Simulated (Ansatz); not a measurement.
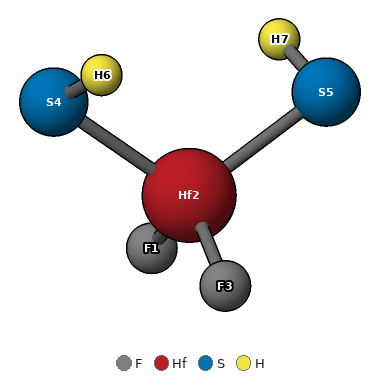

The system is F₂H₂HfS₂, SMILES [F][Hf]([F])([SH])[SH]; the picture shows the reference structure. The first coordinate is: dihedral S4–Hf2–S5–H7; the second: dihedral S5–Hf2–S4–H6. Nothing is relaxed (all other coordinates rigid). The scan uses a 9 × 9 grid; 71 points were computed and 10 follow by symmetry. Points are written as (first, second). Energies: cm⁻¹, counted from the relaxed molecule at the same level. All numbers below come from RKS PBE-D4/def2-TZVP (Ansatz).

Its coordinates:

| atom | x (Å) | y (Å) | z (Å) |
| --- | --- | --- | --- |
| F | -0.1835 | -2.2693 | -0.5991 |
| Hf | 0.2211 | -0.6049 | 0.2381 |
| F | 1.2738 | -0.7563 | 1.8205 |
| S | -1.9524 | 0.4203 | 0.6995 |
| S | 1.5065 | 0.8577 | -1.2438 |
| H | -1.3397 | 1.5111 | 1.2294 |
| H | 0.5355 | 0.7734 | -2.1904 |

Range: dihedral S4–Hf2–S5–H7 from −180 to 140°; dihedral S5–Hf2–S4–H6 from −180 to 140°.

Q: What will the energy surface look like?

A: The lowest grid point is at (−60°, −60°), 0 cm⁻¹ from the relaxed molecule at the same level. Other grid points that lie below all their neighbours: (−60°, 140°) (109 cm⁻¹ higher); (140°, −60°) (109 cm⁻¹ higher); (100°, 140°) (194 cm⁻¹ higher). The highest grid point, (−180°, −180°), lies 1294 cm⁻¹ above the lowest.

```csv
"dihedral S5–Hf2–S4–H6 ↓, dihedral S4–Hf2–S5–H7 →",−180,−140,−100,−60,−20,20,60,100,140
140,763,768,294,109,507,834,531,195,336
100,284,441,349,166,240,435,435,300,195
60,577,523,418,450,646,629,472,435,531
20,1155,871,430,573,1223,1211,629,435,834
−20,981,865,303,226,871,1222,646,240,507
−60,337,477,222,0,226,573,450,166,109
−100,315,390,331,223,303,430,418,349,294
−140,967,711,390,477,865,871,523,441,769
−180,1294,967,315,337,981,1155,577,284,763
```

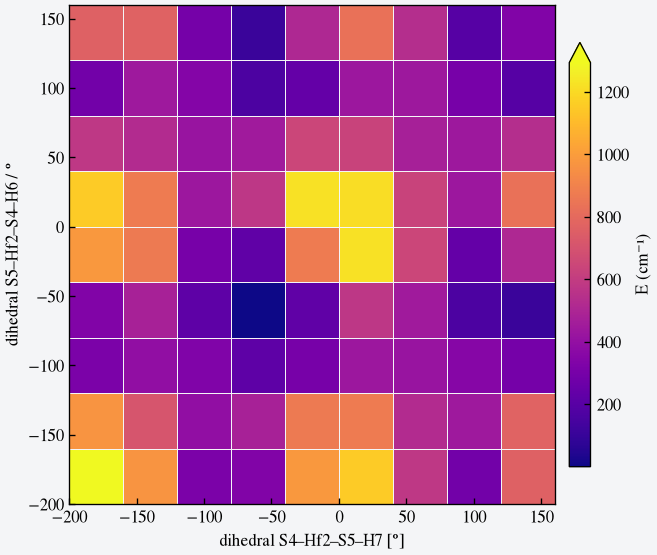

In the figure: one coloured cell a grid point, one colour for all values above the top of the scale.

Each point was launched as `ansatz run input.yaml --threads 1 --pin off --max-ram 2560MiB --backend cpu --events-out ev --progress --plain --runs-dir out`. Time for the 71 points that were run: 9.9 min on 1 thread of Arm Neoverse V2, on a shared host.
